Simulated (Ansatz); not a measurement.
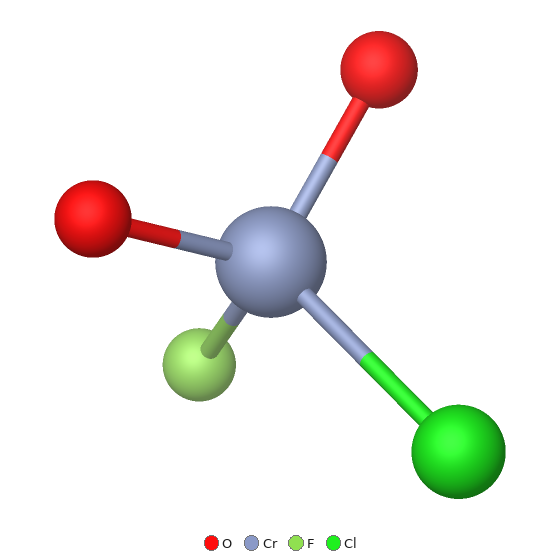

A metal compound. Charge 0, singlet. The geometry was computed by an optimisation with PBE0-D4/def2-TZVP.

Describe the coordination sphere.

Cr binds 4 atoms: 2 O at 1.54 Å, 1 F at 1.70 Å, 1 Cl at 2.10 Å. The arrangement is tetrahedral.

Give the formal oxidation state and the d-electron count.

Cr(VI), d⁰, counting the ligands as closed-shell ions or neutral donors.
